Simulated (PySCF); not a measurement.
```xyz
23

C     1.1848   -2.1465   -0.4230
C     1.3367   -0.6598   -0.2651
C     2.4658   -0.1561    0.3676
C     2.6409    1.2050    0.5340
C     1.6834    2.0799    0.0495
C     0.5647    1.5831   -0.5920
C     0.3581    0.2112   -0.7529
B    -0.9797   -0.2548   -1.4193
C    -2.1037   -0.8684   -0.5463
Si   -3.1100    0.5867    0.1913
H     2.1340   -2.6023   -0.7006
H     0.8659   -2.5941    0.5194
H     0.4447   -2.3816   -1.1841
H     3.2159   -0.8434    0.7352
H     3.5220    1.5820    1.0330
H     1.8128    3.1465    0.1655
H    -0.1794    2.2699   -0.9736
H    -1.1715   -0.0320   -2.5570
H    -2.8047   -1.4920   -1.1009
H    -1.7417   -1.4446    0.3046
H    -4.2406    0.0124    0.9292
H    -2.2755    1.3701    1.1042
H    -3.6276    1.4560   -0.8690
```

Geometry: GFN2-xTB.

These are results of mPW1PW91/pcSseg-1, SCF density, in a tetrahydrofuran solvent model, non-relativistic in PySCF 2.14.0, not measurements.

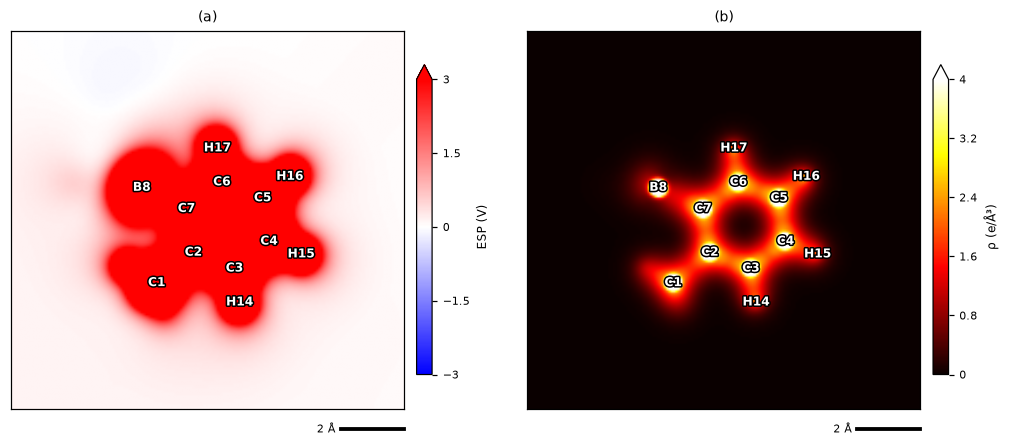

C8H13BSi. (a) molecular electrostatic potential; (b) electron density on the plane of atoms C6, C7 and B8.

**Interpret the plot.**

- The plane passes through C, B and H nuclei.
- C–C (1.38 Å): ρ at the midpoint is about 2.1 e/Å³.
- C–B (1.57 Å): the density is about 1.4 e/Å³ at the midpoint.
- C–H (1.08 Å): ρ at the midpoint is about 2 e/Å³.
- C–C (1.50 Å): the density is about 1.7 e/Å³ at the midpoint.
- The potential has no marked negative region in this plane.
